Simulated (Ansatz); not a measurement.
# Converging the plane-wave cutoff: LaBi₃ (P4mm, 4 atoms in the cell)

```
LaBi3
1.0
    4.99672     0.00000     0.00000
    0.00000     4.99672     0.00000
    0.00000     0.00000     4.99672
La Bi
1 3
Direct
  0.00000   0.00000   0.01001
  0.50000   0.00000   0.50000
  0.00000   0.50000   0.50000
  0.50000   0.50000   0.00000
```

Method: PBEsol, default PAW files made with PBE (plane waves; Ansatz, an electronic-structure program).

Base settings: basis.ecutwfc = 30.9 Ry; kpoints.mp_grid.grid = 5 5 5; hamiltonian.xc = pbesol; hamiltonian.pseudopotentials = {kind: paw} (the program's default PAW files); scf.occupations.method = gaussian; scf.occupations.width = 0.0073 Ry.

The second cell is the first with its lattice scaled by 0.98.

The mesh stays at the base's, so the ladder's end is converged at best in this setting alone.

The first pressure column holds Ansatz's estimate of the finite-basis (Pulay) stress, which hides part of the cutoff error; the other is without it.

Only quantities that move along the ladder and can be compared are tabulated.

The count of work is k-points × plane waves × bands × iterations; it is no time. 

The starting cell comes from a database of computed structures (which also holds hypothetical and non-ambient phases and stackings), without a prior relaxation at this level. Its lattice was rescaled by up to half a per cent. One atom was moved a little off its site on purpose.

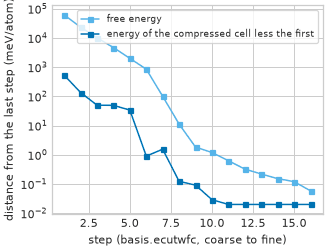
Fig. 1. Distance from the last step along the ladder; very small values are drawn at a floor.

| basis.ecutwfc | free energy less the last step's (meV/atom) | energy of the compressed cell less the first (meV/atom) | pressure (GPa) | pressure without the Pulay estimate (GPa) | largest difference of a force vector from the last step's (eV/Å) | count of work / last |
|---|---|---|---|---|---|---|
| 10.7 Ry | 61590.00 | 529.86 | -9.16 | -1189.04 | 0.507 | 0.061 |
| 12.5 Ry | 23418.31 | 132.90 | 6.20 | -543.94 | 0.067 | 0.078 |
| 14 Ry | 10205.70 | 47.13 | -1.13 | -270.61 | 0.382 | 0.082 |
| 15.4 Ry | 4688.36 | 46.50 | -3.03 | -139.59 | 0.109 | 0.094 |
| 16.9 Ry | 2001.51 | 31.12 | -2.40 | -68.10 | 0.016 | 0.11 |
| 18.4 Ry | 855.20 | -3.77 | -2.05 | -33.91 | 0.005 | 0.13 |
| 21.7 Ry | 100.71 | -1.31 | -1.77 | -7.09 | 0.006 | 0.16 |
| 24.6 Ry | 11.22 | -2.74 | -1.91 | -2.64 | 0.001 | 0.17 |
| 27.9 Ry | 1.84 | -2.77 | -1.91 | -1.95 | 0.000 | 0.20 |
| 30.9 Ry | 1.20 | -2.83 | -1.92 | -1.94 | 0.000 | 0.27 |
| 33.8 Ry | 0.63 | -2.85 | -1.92 | -1.94 | 0.000 | 0.31 |
| 37.1 Ry | 0.32 | -2.86 | -1.92 | -1.93 | 0.000 | 0.35 |
| 41.5 Ry | 0.22 | -2.86 | -1.92 | -1.92 | 0.000 | 0.42 |
| 46.3 Ry | 0.15 | -2.86 | -1.92 | -1.92 | 0.000 | 0.49 |
| 54 Ry | 0.12 | -2.86 | -1.92 | -1.92 | 0.000 | 0.62 |
| 61.7 Ry | 0.06 | -2.86 | -1.92 | -1.92 | 0.000 | 0.77 |
| 74.2 Ry | 0.00 | -2.86 | -1.92 | -1.92 | 0.000 | 1.0 |

Coarsest basis.ecutwfc that holds the forces within 0.005 eV/Å of the last step, with all finer ones: 24.6 Ry, at 0.17 of the last step's count of work; the step before is off by 0.006 eV/Å.

Coarsest basis.ecutwfc that holds the energy of the compressed cell less the first within 1 meV/atom of the last step, with all finer ones: 24.6 Ry, at 0.17 of the last step's count of work; the step before is off by 1.6 meV/atom.

Coarsest basis.ecutwfc that holds the pressure without the Pulay estimate within 0.2 GPa of the last step, with all finer ones: 27.9 Ry, at 0.20 of the last step's count of work; the step before is off by 0.72 GPa.

The energy difference between the two cells stays within 1 meV/atom of the last step's from 24.6 Ry on, the total only from 33.8 Ry on: much of the error is common to both cells and cancels.

At the lowest cutoff the pressure without the Pulay estimate lies 1190 GPa under the last step's, the usual sign of Pulay stress in an incomplete plane-wave basis.

Keys are those of Ansatz 0.2.
